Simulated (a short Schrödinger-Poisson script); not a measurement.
Structure: MOS inversion layer, Al2O3 on p-type Si(100), at 300 K.

```tsv
layer	material	thickness (nm)	Na (cm⁻³)
1	Al2O3	6.8	-
2	Si	1000	1.8e17
```

Constants are typed, rounded textbook-type inputs, not results; the design itself was drawn at random and stands for no fabricated device. Al2O3: permittivity 9, conduction-band edge (eV) 2.7, gap (eV) 6.8, electron mass (mₑ) 0.3. Si: permittivity 11.7, conduction-band edge (eV) 0, gap (eV) 1.124, Nv at 300 K (cm⁻³) 3.1e19.

Channel valleys (confinement mass, in-plane density-of-states mass, number): Δ2 0.916, 0.19, 2; Δ4 0.19, 0.417, 4. At the gate the conduction-band edge of layer 1 lies 2.87 eV − eVg above the Fermi level of the channel; the field vanishes at the back. Gaps are held at their typed values at every temperature. Mesh 0.03 nm at interfaces.

Solved with a short Schrödinger-Poisson script written for these runs: 1D Poisson equation in equilibrium, electrons quantum, Hartree (BenDaniel-Duke, 12 states a valley, the channel's in-plane mass for all, wave functions free to enter the dielectric), parabolic valleys, classical holes, full ionisation, no traps, pinning or gate leakage.

Only gate voltages with over 1e8 electrons/cm² are shown.

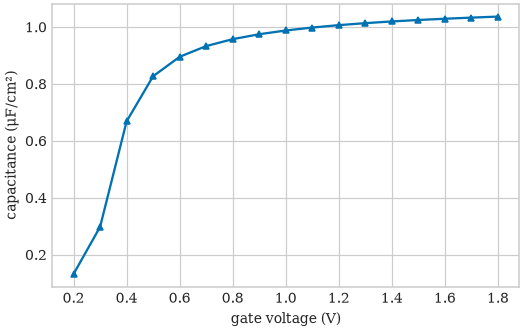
Quasi-static capacitance against gate voltage

```tsv
Vg (V)	electrons (cm⁻²)	C (μF/cm²)	Δ2 E0 (meV)	Δ2 E1 (meV)	Δ4 E0 (meV)	Δ4 E1 (meV)
0.2	2.16e9	0.132	217.7	262.8	253.8	328.7
0.4	3.19e11	0.668	85.8	135.8	125.7	206.3
0.6	1.31e12	0.895	45.2	102.3	90.7	176.2
0.8	2.47e12	0.957	24.9	88.7	75.6	165.1
1	3.68e12	0.988	10.7	80.8	66.3	159.2
1.2	4.92e12	1.01	-0.6	75.4	59.4	155.4
1.4	6.19e12	1.02	-10.1	71.3	54.0	152.7
1.6	7.47e12	1.03	-18.6	68.1	49.4	150.7
1.8	8.76e12	1.04	-26.3	65.4	45.3	149.1
```

Subbands count from the Fermi level.
